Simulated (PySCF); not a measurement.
System: C$_{4}$H$_{11}$AlCl$_{2}$O (SMILES CC[O+](CCCl)[AlH2-][Cl]).

```xyz
19

C     1.9740   -0.7698    0.6331
C     1.3769   -0.0520   -0.5665
O    -0.0213    0.1931   -0.4427
C    -0.8443   -0.9569   -0.5384
C    -2.1488   -0.6993    0.1924
Cl   -1.7630   -0.2090    1.8556
Al   -0.2819    2.0715   -0.0332
Cl   -2.2275    2.7089    0.0217
H     1.6797   -0.2542    1.5436
H     1.6582   -1.8086    0.6980
H     3.0572   -0.7508    0.5530
H     1.8087    0.9493   -0.6429
H     1.5657   -0.5981   -1.4978
H    -1.0451   -1.1806   -1.5948
H    -0.3355   -1.8104   -0.0799
H    -2.6946    0.1266   -0.2665
H    -2.7619   -1.5982    0.2304
H     0.5577    2.1168    1.2763
H     0.4361    2.5310   -1.3489
```

Geometry: GFN2-xTB.

All numbers below come from PySCF 2.14.0, PBE0/pcSseg-1, SCF density, gas phase, non-relativistic.

What will maps of the electron density and electron localisation function show?

Answer. C–O (1.42 Å): ρ at the midpoint is about 2 e/Å³, with its minimum of 1.7 e/Å³ about 0.5 Å from C; the ELF peaks at about 0.90 between the atoms; a polar covalent bond.
Al–O (1.94 Å): ρ is about 0.45 e/Å³ halfway; the ELF peaks at about 0.90 in the valence shell of O, 0.5 Å from its nucleus, and is about 0.45 at the midpoint.
Al–Cl (2.05 Å): the density is about 0.8 e/Å³ at the midpoint; the ELF peaks at about 0.90 in the valence shell of Cl, 0.8 Å from its nucleus, and is about 0.80 at the midpoint.

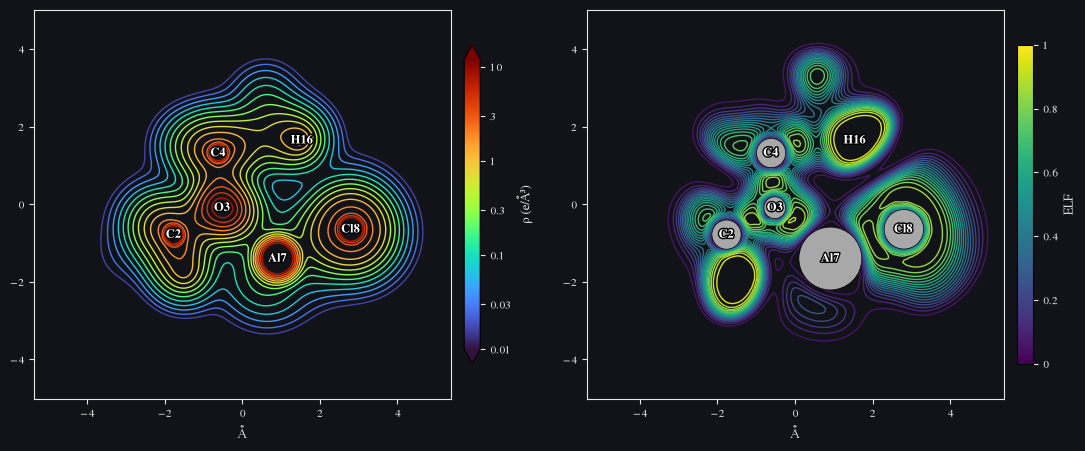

Computed electron density and electron localisation function on the plane of atoms C2, O3 and Al7, in this order. Grey discs cover the atomic cores in the ELF map. 
